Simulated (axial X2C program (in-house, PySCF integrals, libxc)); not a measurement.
**BiGa: properties at the nuclei**

Aim: properties at the nuclei of BiGa, with spin–orbit coupling in the Hamiltonian from the start.

Computed with an in-house X2C program for linear molecules on PySCF integrals. Level: two-component X2C with atomic mean-field terms, Bi dyall-cv3z, Ga dyall-cv3z.

All values are calculated.

## (1) Set-up

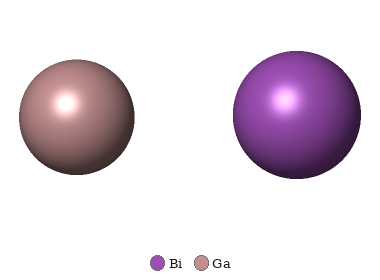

The two atoms at 2.750 Å (bismuth purple, gallium pink).

Contents of task.json:

```json
{"zs": [83, 31], "q": 0, "bas": ["dyall-cv3z", "dyall-cv3z"], "r0": 2.75, "levels": ["PBE0", "HF", "BHandHLYP", "TPSSh", "LDA"], "nst": 3}
```

Keys: zs atomic numbers; q charge; bas basis sets; r0 starting distance in Å; levels methods (HF also brings MP2); nst determinants followed.

On the command line:

```bash
$ python soeom.py task.json out
```

Nuclei are Gaussian, cores are contracted, and the Gaunt term is on.

## (2) Expectation values, lowest determinant

R = 2.722 Å. State: Ω = 1 (excess of +ω over −ω: ω = -1/2, ω = 3/2).

Output of the PBE0 run:

```text
two-component X2C + atomic mean field  PBE0
basis functions 263  fitting functions 1483  grid points 5803
iter        total energy     max residual
   1     -23485.782177739     1.34e+01
   2     -23486.052426700     1.35e-01
   3     -23486.052616995     2.47e-02
   4     -23486.053017373     2.62e-02
   5     -23486.053024341     2.66e-03
   6     -23486.053049833     5.60e-03
   7     -23486.053051087     2.01e-03
   8     -23486.053051628     9.62e-04
   9     -23486.053051809     7.69e-04
  10     -23486.053051932     4.82e-04
  11     -23486.053051947     1.30e-04
  12     -23486.053051948     2.25e-05
  13     -23486.053051949     1.85e-05
  14     -23486.053051949     3.27e-06
converged
one-electron -33132.12060540  Coulomb 9647.05794092  exact exchange -117.98770579  xc functional -361.47925687  nuclear repulsion 500.21049364  atomic mean-field constant -21.73391846
```

The highest occupied spinor is 73% Bi p, 23% Ga p, 4% Ga d.

| level | Eeff magnitude (GV/cm) | Ws magnitude Bi (kHz) | A∥/gI Bi (MHz) | qzz Bi (a.u.) | A∥/gI Ga (MHz) | qzz Ga (a.u.) | μ (D) |
| --- | --- | --- | --- | --- | --- | --- | --- |
| PBE0 | 1.04 | 0.326 | -216 | -3.14 | -129 | -1.90 | 1.19 |
| HF | 3.45 | 1.99 | -1370 | -5.21 | -52.4 | -2.19 | 1.54 |
| BHandHLYP | 0.191 | 1.1 | -154 | -2.36 | -90.2 | -1.92 | 1.48 |
| TPSSh | 0.572 | 0.0582 | -212 | -3.08 | -147 | -1.90 | 1.07 |
| LDA | 2.1 | 1.73 | 136 | -2.44 | -211 | -1.69 | 1.03 |

Eeff is the effective electric field on the electron dipole moment in this Ω state and Ws the scalar–pseudoscalar constant (defined with the proton number Z and per Ω); A∥ is the parallel hyperfine constant, which follows by multiplying with the nuclear g factor gI = μI/(I μN); qzz is the electric field gradient, eQq0 = 234.96 MHz × Q/barn × qzz; μ is positive if Ga is the positive end. The operators were transformed with the bare-nucleus X2C matrices.

## (3) Expectation values, a higher determinant

R = 2.722 Å. State: Ω = 2 (excess of +ω over −ω: ω = 1/2, ω = 3/2), 0.05 eV above the lowest in the PBE0 search for states (made at or near this distance, with looser thresholds).

Output of the PBE0 run:

```text
two-component X2C + atomic mean field  PBE0
basis functions 263  fitting functions 1483  grid points 5803
iter        total energy     max residual
   1     -23485.781845056     1.37e+01
   2     -23486.050690006     1.34e-01
   3     -23486.050835205     2.66e-02
   4     -23486.051278757     2.60e-02
   5     -23486.051307598     1.62e-02
   6     -23486.051314256     5.44e-03
   7     -23486.051315429     7.12e-04
   8     -23486.051315519     9.36e-04
   9     -23486.051315605     1.59e-04
  10     -23486.051315615     1.49e-04
  11     -23486.051315617     2.45e-05
  12     -23486.051315618     2.89e-05
  13     -23486.051315618     2.19e-06
converged
one-electron -33131.97946779  Coulomb 9646.90994625  exact exchange -117.98489792  xc functional -361.47347134  nuclear repulsion 500.21049364  atomic mean-field constant -21.73391846
```

The highest occupied spinor is 69% Bi p, 27% Ga p, 3% Ga d.

| level | Eeff magnitude (GV/cm) | Ws magnitude Bi (kHz) | A∥/gI Bi (MHz) | qzz Bi (a.u.) | A∥/gI Ga (MHz) | qzz Ga (a.u.) | μ (D) |
| --- | --- | --- | --- | --- | --- | --- | --- |
| PBE0 | 5.87 | 5.39 | 82.4 | 3.64 | 120 | -1.41 | 1.36 |
| HF | 7.85 | 7.39 | -409 | 4.79 | 10.8 | -1.65 | 2.01 |
| BHandHLYP | 5.92 | 5.51 | 73.3 | 2.64 | 101 | -1.53 | 1.60 |
| TPSSh | 6.37 | 5.57 | 115 | 4.11 | 145 | -1.35 | 1.27 |
| LDA | 1.31 | 2.27 | 336 | 2.37 | 180 | -1.32 | 1.13 |

## (4) Expectation values, a higher determinant

R = 2.722 Å. State: Ω = 0 (closed shell), 0.21 eV above the lowest in the PBE0 search for states (made at or near this distance, with looser thresholds).

Output of the PBE0 run:

```text
two-component X2C + atomic mean field  PBE0
basis functions 263  fitting functions 1483  grid points 5803
iter        total energy     max residual
   1     -23485.771244609     1.29e+01
   2     -23486.044115231     1.30e-01
   3     -23486.044331270     2.30e-02
   4     -23486.044719263     2.46e-02
   5     -23486.044731173     2.87e-03
   6     -23486.044748658     4.71e-03
   7     -23486.044749516     1.75e-03
   8     -23486.044749751     2.01e-04
   9     -23486.044749753     1.10e-04
  10     -23486.044749755     2.66e-05
  11     -23486.044749755     2.11e-05
  12     -23486.044749755     3.82e-06
converged
one-electron -33132.33714077  Coulomb 9647.28853947  exact exchange -117.98777140  xc functional -361.48495223  nuclear repulsion 500.21049364  atomic mean-field constant -21.73391846
```

The highest occupied spinor is 51% Bi p, 38% Ga p, 7% Ga s.

| level | qzz Bi (a.u.) | qzz Ga (a.u.) | μ (D) |
| --- | --- | --- | --- |
| PBE0 | -10.63 | -2.89 | 0.36 |
| HF | -10.94 | -2.98 | 0.48 |
| BHandHLYP | -10.75 | -2.94 | 0.53 |
| TPSSh | -10.52 | -2.89 | 0.28 |
| LDA | -10.86 | -2.85 | 0.35 |

## (5) Results

| quantity | value |
| --- | --- |
| lowest determinant | Ω = 1 (excess of +ω over −ω: ω = -1/2, ω = 3/2) |
| Eeff magnitude (GV/cm), PBE0 | 1.04 |
| Ws magnitude Bi (kHz), PBE0 | 0.326 |
| A∥/gI Bi (MHz), PBE0 | -216 |
| qzz Bi (a.u.), PBE0 | -3.14 |
| higher determinant | Ω = 2 (excess of +ω over −ω: ω = 1/2, ω = 3/2) |
| Eeff magnitude (GV/cm), PBE0, higher determinant | 5.87 |
| Ws magnitude Bi (kHz), PBE0, higher determinant | 5.39 |
| A∥/gI Bi (MHz), PBE0, higher determinant | 82.4 |
| qzz Bi (a.u.), PBE0, higher determinant | 3.64 |
| higher determinant | Ω = 0 (closed shell) |
| qzz Bi (a.u.), PBE0, higher determinant | -10.63 |
| qzz Ga (a.u.), PBE0, higher determinant | -2.89 |
| μ (D), PBE0, higher determinant | 0.36 |

**Reading.** In the first state, the effective field runs from 0.191 to 3.45 GV/cm over the mean-field levels, so the levels don't agree on it. The expectation values come from single determinants, which for open shells can mix terms of unlike spin or miss the lowest Ω, so a determinant need not be a state. Eeff is the effective electric field on the electron dipole moment in this Ω state and Ws the scalar–pseudoscalar constant (defined with the proton number Z and per Ω); A∥ is the parallel hyperfine constant, which follows by multiplying with the nuclear g factor gI = μI/(I μN); qzz is the electric field gradient, eQq0 = 234.96 MHz × Q/barn × qzz; μ is positive if Ga is the positive end. The operators were transformed with the bare-nucleus X2C matrices. A second determinant lies within 0.1 eV of the first, so their order is not settled at this level.
